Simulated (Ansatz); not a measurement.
**GaPHO+ (triplet): wave-function methods side by side, cc-pVDZ**

How much of the correlation energy of GaPHO+ (triplet) does each wave-function method recover here?

Computed with Ansatz 0.2.0, Gaussian basis. Level: cc-pVDZ, core rule «outside noble gas», up to 20 orbitals frozen.

To be run: UHF; CCSD(T) on ROHF; CCSD(T) on UHF; BCCD(T) on ROHF; CISD as a restricted active space (open shells left free, so some higher excitations enter); CCSDT(Q) on ROHF; CCSDT(Q) on UHF.

32 further runs of the same task are left out: 3 for a known fault of the program, 14 that didn't finish, 15 set aside as unsound or not needed. Runs told in other sessions of the task aren't counted.

**1. The geometry**

The geometry is a PBE0/def2-TZVP stationary point (not a proven minimum) of the parent state, kept for this charge and spin. No spin-orbit coupling is included. The filled d shell of Ga may be among the frozen orbitals whatever the setting's name suggests.

4 atoms, charge 1, spin multiplicity 3.

Atoms are counted from 1 here; the program's logs count them from 0.

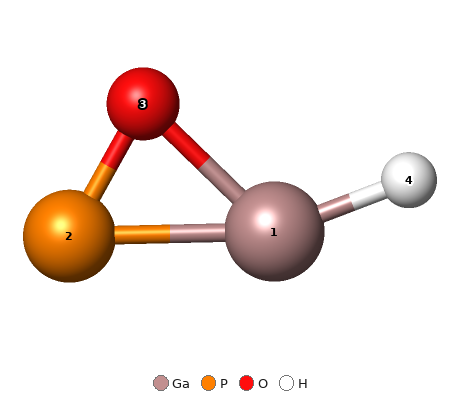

The geometry (gallium pink, phosphorus orange, oxygen red, hydrogen white); atoms are numbered from 1 in the order of the file.

In the tables R marks a restricted open-shell determinant and U an unrestricted one; energies count from the table's Hartree-Fock row.

**2. UHF**

Input file in.yaml:

```yaml
crystal:
  periodic: [false, false, false]
  atoms:
    - {symbol: Ga, position_ang: [0.000000, 0.098964, 0.771595]}
    - {symbol: P, position_ang: [0.000000, 0.376024, -1.409922]}
    - {symbol: O, position_ang: [0.000000, -1.121443, -0.768476]}
    - {symbol: H, position_ang: [0.000000, -0.599735, 2.150715]}
basis:
  gaussian: {orbitals: cc-pVDZ}
total_charge: 1
magnetization: {spin_polarized: true, initial_magnetization: 2}
hamiltonian: {xc: hf}
output: {orbitals: {seedname: orbitals}}
```

Launch:

```console
ansatz run in.yaml --threads 1 --pin off --events-out ev --progress --plain --max-ram 2393MiB
```

Log:

```text
Functional definition: HF
  name "HF"
  cite "Fock, Z. Phys. 61, 126 (1930) doi:10.1007/BF01340294"
  parent pbe
  exchange = exact_x
  correlation = 0
685 factors; integrals over basis functions are off by at most 7.9e-4 eV
mean field evaluation 1: about -63639.5311 eV, gradient 4.7e1 eV
mean field evaluation 2: about -63639.5424 eV, gradient 4.7e1 eV
mean field evaluation 4: about -63649.2836 eV, gradient 3.7e0 eV
mean field evaluation 8: about -63649.5318 eV, gradient 4.2e-1 eV
mean field evaluation 16: about -63649.5506 eV, gradient 2.6e-5 eV
mean field evaluation 32: about -63644.1526 eV, gradient 1.3e1 eV
mean field evaluation 64: about -63648.9726 eV, gradient 2.5e0 eV
mean field evaluation 96: about -63647.4899 eV, gradient 4.9e0 eV
mean field evaluation 128: about -63645.2993 eV, gradient 9.4e0 eV
mean field evaluation 160: about -63641.6212 eV, gradient 7.6e0 eV
mean field evaluation 192: about -63643.8625 eV, gradient 1.2e-2 eV
mean field -63649.55062587 eV, -2339.0778422859 hartree, gradient 2.6e-5 eV, S^2 2.056838; 2 other end points of the search recorded, 0 dependent functions left out
reference -63649.55062587 eV, -2339.0778422859 hartree; 28, 26 occupied and 36, 38 virtual orbitals, 685 factors
Total energy: -63649.55062587 eV, -2339.0778422859 hartree
```

It took 6.5 s on 1 thread of Arm Neoverse V1, shared host.

From the report: ⟨S²⟩ of the determinant 2.057 (pure triplet: 2.00).

**3. CCSD(T) on ROHF**

Edit in.yaml of step 2 so:

```diff
@@ -10,4 +10,3 @@
 total_charge: 1
-magnetization: {spin_polarized: true, initial_magnetization: 2}
-hamiltonian: {xc: hf}
-output: {orbitals: {seedname: orbitals}}
+magnetization: {spin_polarized: false, initial_magnetization: 2}
+correlation: {method: ccsd_t, electrons: outside_noble_gas}
```

Launched as before.

Log, cut to the lines that bear on the results:

```text
Functional definition: HF
  name "HF"
  cite "Fock, Z. Phys. 61, 126 (1930) doi:10.1007/BF01340294"
  parent pbe
[...]
685 factors; integrals over basis functions are off by at most 7.9e-4 eV
[...]
mean field -63649.18242003 eV, -2339.0643109706 hartree, gradient 2.9e-6 eV, S^2 2.000000; 8 other end points of the search recorded, 0 dependent functions left out
[...]
determinant -63649.18242003 eV, -2339.0643109706 hartree, with singles and doubles -63658.87486534 eV, -2339.4205017661 hartree
determinant -63647.41581709 eV, -2338.9993895102 hartree, with singles and doubles -63655.94747031 eV, -2339.3129219830 hartree
determinant -63646.33857558 eV, -2338.9598016148 hartree, with singles and doubles -63656.32167573 eV, -2339.3266737785 hartree
20 core orbitals not correlated, not the lowest: weight in the atoms' cores, before any rotation towards them, 0.634 or more for the frozen orbitals, at most 0.377 for the correlated occupied ones
reference -63649.18242003 eV, -2339.0643109706 hartree; 8, 6 occupied and 36, 38 virtual orbitals, 685 factors
second order -9.11808556 eV of doubles, -0.16300803 eV of singles
cycle   1  -9.69162594 eV  change    8.2e-4 eV  update   2.4e-3
[...]
cycle   9  -9.69293556 eV  change    2.5e-6 eV  update   7.2e-6
perturbative correction -0.38610297 eV, -0.0141890225 hartree
Total energy: -63659.26145856 eV, -2339.4347088048 hartree
```

Wall time 18 s (1 thread of Arm Neoverse V1, shared host).

From the report: correlation -10.0790 eV; T1 0.032; largest double amplitude 0.04.

**4. CCSD(T) on UHF**

Edit in.yaml of step 3 so:

```diff
@@ -10,3 +10,3 @@
 total_charge: 1
-magnetization: {spin_polarized: false, initial_magnetization: 2}
+magnetization: {spin_polarized: true, initial_magnetization: 2}
 correlation: {method: ccsd_t, electrons: outside_noble_gas}
```

The command is unchanged.

Log, cut to the lines that bear on the results:

```text
Functional definition: HF
  name "HF"
  cite "Fock, Z. Phys. 61, 126 (1930) doi:10.1007/BF01340294"
  parent pbe
[...]
685 factors; integrals over basis functions are off by at most 7.9e-4 eV
[...]
mean field -63649.55062587 eV, -2339.0778422859 hartree, gradient 1.6e-6 eV, S^2 2.056838; 10 other end points of the search recorded, 0 dependent functions left out
determinant -63649.55062587 eV, -2339.0778422859 hartree, with singles and doubles -63658.89538030 eV, -2339.4212556768 hartree
determinant -63647.66647670 eV, -2339.0086010808 hartree, with singles and doubles -63655.95228592 eV, -2339.3130989534 hartree
determinant -63646.57370711 eV, -2338.9684425391 hartree, with singles and doubles -63656.33503727 eV, -2339.3271648060 hartree
20 core orbitals not correlated, not the lowest: weight in the atoms' cores, before any rotation towards them, 0.569 or more for the frozen orbitals, at most 0.441 for the correlated occupied ones
reference -63649.55062587 eV, -2339.0778422859 hartree; 8, 6 occupied and 36, 38 virtual orbitals, 685 factors
second order -8.60240648 eV of doubles, -0.00000000 eV of singles
cycle   1  -9.34426140 eV  change    4.9e-4 eV  update   2.9e-3
[...]
cycle   9  -9.34703718 eV  change   -1.5e-6 eV  update   1.1e-5
perturbative correction -0.35660838 eV, -0.0131051164 hartree
Total energy: -63659.25427143 eV, -2339.4344446829 hartree
```

It took 18 s on 1 thread of Arm Neoverse V1, shared host.

From the report: ⟨S²⟩ of the determinant 2.057 (pure triplet: 2.00); correlation -9.7036 eV; T1 0.035; largest double amplitude 0.04.

**5. BCCD(T) on ROHF**

Edit in.yaml of step 4 so:

```diff
@@ -10,3 +10,3 @@
 total_charge: 1
-magnetization: {spin_polarized: true, initial_magnetization: 2}
-correlation: {method: ccsd_t, electrons: outside_noble_gas}
+magnetization: {spin_polarized: false, initial_magnetization: 2}
+correlation: {method: bccd_t, electrons: outside_noble_gas}
```

Same command.

Log, cut to the lines that bear on the results:

```text
Functional definition: HF
  name "HF"
  cite "Fock, Z. Phys. 61, 126 (1930) doi:10.1007/BF01340294"
  parent pbe
[...]
685 factors; integrals over basis functions are off by at most 7.9e-4 eV
[...]
mean field -63649.18242003 eV, -2339.0643109706 hartree, gradient 2.9e-6 eV, S^2 2.000000; 8 other end points of the search recorded, 0 dependent functions left out
[...]
determinant -63649.18242003 eV, -2339.0643109706 hartree, with singles and doubles -63658.87486534 eV, -2339.4205017661 hartree
determinant -63647.41581709 eV, -2338.9993895102 hartree, with singles and doubles -63655.94747031 eV, -2339.3129219830 hartree
determinant -63646.33857558 eV, -2338.9598016148 hartree, with singles and doubles -63656.32167573 eV, -2339.3266737785 hartree
20 core orbitals not correlated, not the lowest: weight in the atoms' cores, before any rotation towards them, 0.634 or more for the frozen orbitals, at most 0.377 for the correlated occupied ones
reference -63649.18242003 eV, -2339.0643109706 hartree; 8, 6 occupied and 36, 38 virtual orbitals, 685 factors
second order -9.11808556 eV of doubles, -0.16300803 eV of singles
cycle   1  -9.65185107 eV  change    4.1e-2 eV  update   2.3e-2
[...]
cycle  11  -9.66467807 eV  change   -2.9e-6 eV  update   1.6e-5
perturbative correction -0.41783580 eV, -0.0153551823 hartree
Total energy: -63659.26493389 eV, -2339.4348365210 hartree
```

Run time: 18 s. Hardware: 1 thread of Arm Neoverse V1, shared host.

From the report: correlation -10.0825 eV; largest double amplitude 0.04.

**6. CISD as a restricted active space (open shells left free, so some higher excitations enter)**

Edit in.yaml of step 5 so:

```diff
@@ -11,2 +11,2 @@
 magnetization: {spin_polarized: false, initial_magnetization: 2}
-correlation: {method: bccd_t, electrons: outside_noble_gas}
+correlation: {active_space: {ras: {orbitals: [6, 2, 36], electrons: 14, max_holes: 2, max_particles: 2}, fixed_orbitals: true}}
```

Same command.

Log:

```text
Functional definition: HF
  name "HF"
  cite "Fock, Z. Phys. 61, 126 (1930) doi:10.1007/BF01340294"
  parent pbe
  exchange = exact_x
  correlation = 0
685 factors; integrals over basis functions are off by at most 7.9e-4 eV
mean field evaluation 1: about -63639.0156 eV, gradient 6.5e1 eV
mean field evaluation 2: about -63639.0267 eV, gradient 6.5e1 eV
mean field evaluation 4: about -63648.5199 eV, gradient 1.5e1 eV
mean field evaluation 8: about -63649.1749 eV, gradient 3.7e-1 eV
mean field evaluation 16: about -63649.1824 eV, gradient 2.8e-6 eV
mean field evaluation 32: about -63648.7543 eV, gradient 4.4e0 eV
mean field evaluation 64: about -63649.1718 eV, gradient 5.1e-1 eV
mean field -63649.18242003 eV, -2339.0643109706 hartree, gradient 2.9e-6 eV, S^2 2.000000; 7 other end points of the search recorded, 0 dependent functions left out
reference -63649.18242003 eV, -2339.0643109706 hartree; 28, 26 occupied and 36, 38 virtual orbitals, 685 factors
state -63656.85270754 eV, -2339.3461888378 hartree
Total energy: -63656.85270754 eV, -2339.3461888378 hartree
```

Run time: 15 s. Hardware: 1 thread of Arm Neoverse V1, shared host.

From the report: 204,058 determinants.

**7. CCSDT(Q) on ROHF**

Edit in.yaml of step 6 so:

```diff
@@ -11,2 +11,2 @@
 magnetization: {spin_polarized: false, initial_magnetization: 2}
-correlation: {active_space: {ras: {orbitals: [6, 2, 36], electrons: 14, max_holes: 2, max_particles: 2}, fixed_orbitals: true}}
+correlation: {method: ccsdt_q, electrons: outside_noble_gas}
```

The command is unchanged.

Log, cut to the lines that bear on the results:

```text
Functional definition: HF
  name "HF"
  cite "Fock, Z. Phys. 61, 126 (1930) doi:10.1007/BF01340294"
  parent pbe
[...]
1250 factors; integrals over basis functions are off by at most 1.7e-7 eV
[...]
mean field -63649.18280934 eV, -2339.0643252777 hartree, gradient 2.9e-6 eV, S^2 2.000000; 8 other end points of the search recorded, 0 dependent functions left out
[...]
determinant -63649.18280934 eV, -2339.0643252777 hartree, with singles and doubles -63658.87526349 eV, -2339.4205163980 hartree
determinant -63647.41619970 eV, -2338.9994035707 hartree, with singles and doubles -63655.94787813 eV, -2339.3129369701 hartree
determinant -63646.33895142 eV, -2338.9598154266 hartree, with singles and doubles -63656.32206370 eV, -2339.3266880360 hartree
20 core orbitals not correlated, not the lowest: weight in the atoms' cores, before any rotation towards them, 0.634 or more for the frozen orbitals, at most 0.377 for the correlated occupied ones
reference -63649.18280934 eV, -2339.0643252777 hartree; 8, 6 occupied and 36, 38 virtual orbitals, 1250 factors
second order -9.11810841 eV of doubles, -0.16300680 eV of singles
cycle   1  -9.13020868 eV  change    1.6e-1 eV  update   1.4e-1
[...]
cycle  20  -10.10516377 eV  change   -7.3e-7 eV  update   8.9e-7
perturbative correction -0.04329854 eV, -0.0015911919 hartree
Total energy: -63659.33127164 eV, -2339.4372743884 hartree
```

Run time: 1.7 min. Hardware: 1 thread of Arm Neoverse V1, shared host; peak memory 0.9 GiB.

From the report: correlation -10.1485 eV; T1 0.033; largest double amplitude 0.05.

**8. CCSDT(Q) on UHF**

Edit in.yaml of step 7 so:

```diff
@@ -10,3 +10,3 @@
 total_charge: 1
-magnetization: {spin_polarized: false, initial_magnetization: 2}
+magnetization: {spin_polarized: true, initial_magnetization: 2}
 correlation: {method: ccsdt_q, electrons: outside_noble_gas}
```

Same command.

Log, cut to the lines that bear on the results:

```text
Functional definition: HF
  name "HF"
  cite "Fock, Z. Phys. 61, 126 (1930) doi:10.1007/BF01340294"
  parent pbe
[...]
1250 factors; integrals over basis functions are off by at most 1.7e-7 eV
[...]
mean field -63649.55101336 eV, -2339.0778565256 hartree, gradient 1.6e-6 eV, S^2 2.056838; 10 other end points of the search recorded, 0 dependent functions left out
determinant -63649.55101336 eV, -2339.0778565256 hartree, with singles and doubles -63658.89577817 eV, -2339.4212702984 hartree
determinant -63647.66686124 eV, -2339.0086152123 hartree, with singles and doubles -63655.95269394 eV, -2339.3131139480 hartree
determinant -63646.57408489 eV, -2338.9684564223 hartree, with singles and doubles -63656.33542022 eV, -2339.3271788793 hartree
20 core orbitals not correlated, not the lowest: weight in the atoms' cores, before any rotation towards them, 0.569 or more for the frozen orbitals, at most 0.441 for the correlated occupied ones
reference -63649.55101336 eV, -2339.0778565256 hartree; 8, 6 occupied and 36, 38 virtual orbitals, 1250 factors
second order -8.60243196 eV of doubles, -0.00000000 eV of singles
cycle   1  -8.76814990 eV  change   -1.7e-1 eV  update   1.3e-1
[...]
cycle  20  -9.74046523 eV  change   -4.7e-7 eV  update   1.4e-6
perturbative correction -0.04792139 eV, -0.0017610785 hartree
Total energy: -63659.33939997 eV, -2339.4375730989 hartree
```

Wall time 89 s (1 thread of Arm Neoverse V1, shared host); peak memory 0.68 GiB.

From the report: ⟨S²⟩ of the determinant 2.057 (pure triplet: 2.00); correlation -9.7884 eV; T1 0.037; largest double amplitude 0.05.

**9. The ladder**

The yardstick is UCCSDT(Q), where the cluster series has nearly closed. Rows without a time are mean-field rows or come out of runs for another level: lower rungs of the coupled-cluster runs, or the Hartree-Fock search.

Differences are taken before rounding.

| method | energy from the lowest ROHF (kcal/mol) | from UCCSDT(Q) (kcal/mol) | time |
| --- | --- | --- | --- |
| ROHF | 0.00 | +234.23 |  |
| UHF | -8.49 | +225.73 |  |
| RMP2 | -214.03 | +20.20 |  |
| UMP2 | -206.87 | +27.36 |  |
| RCCSD | -223.52 | +10.70 |  |
| UCCSD | -224.04 | +10.19 |  |
| RCCSD(T) | -232.43 | +1.80 | 18 s |
| UCCSD(T) | -232.26 | +1.96 | 18 s |
| BCCD(T) | -232.51 | +1.72 | 18 s |
| RCCSDT | -233.04 | +1.19 |  |
| UCCSDT | -233.12 | +1.11 |  |
| RCCSDT(Q) | -234.04 | +0.19 | 1.7 min |
| UCCSDT(Q) | -234.23 | 0 | 89 s |

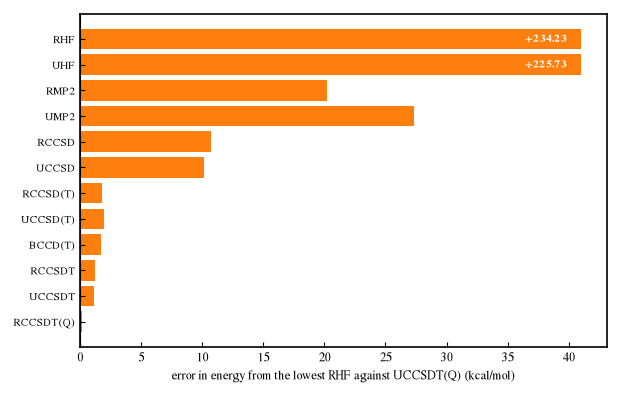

How far each level lands from UCCSDT(Q). Bars with a number in them are cut short.

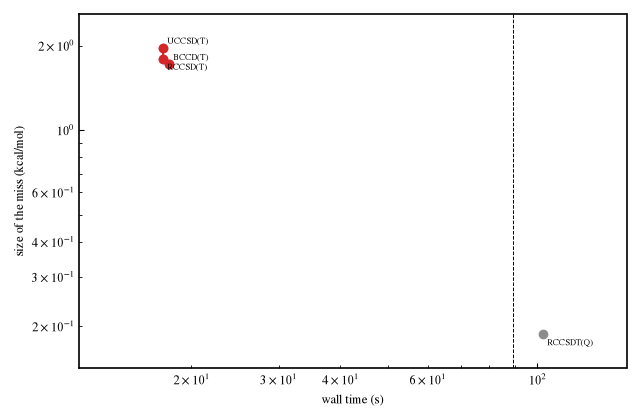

Miss against cost. Red marks the levels that no quicker level drawn beats (of those quicker than the yardstick), and the dashed line is the time of UCCSDT(Q). Times are from a shared host.

Not comparable, so not listed: CISD as a restricted active space (open shells left free, so some higher excitations enter) (they don't share determinant, frozen orbitals or solution with the rows shown, or repeat one).

**10. Results**

| quantity | value |
| --- | --- |
| UCCSDT(Q) from the ROHF energy | -10.1570 eV |
| RMP2 from UCCSDT(Q) | +20.20 kcal/mol |
| UMP2 from UCCSDT(Q) | +27.36 kcal/mol |
| RCCSD from UCCSDT(Q) | +10.70 kcal/mol |
| RCCSD(T) from UCCSDT(Q) | +1.80 kcal/mol |
| UCCSD(T) from UCCSDT(Q) | +1.96 kcal/mol |
| RCCSDT(Q) from UCCSDT(Q) | +0.19 kcal/mol |
| levels within 1 kcal/mol (43 meV) | RCCSDT(Q) |
| T1 diagnostic | 0.032 |

**Reading.** RCCSD(T) misses by +1.80 kcal/mol, 0.8 % of the correlation energy. These misses are within one basis, not against nature; the frozen cores of restricted and unrestricted runs differ, which can shift their rows.

BCCD(T) reaches 1.72 kcal/mol from the reference in 18 s, where UCCSDT(Q) took 89 s; the quickest level in the cost chart, UCCSD(T), takes 18 s and misses by 1.96 kcal/mol.
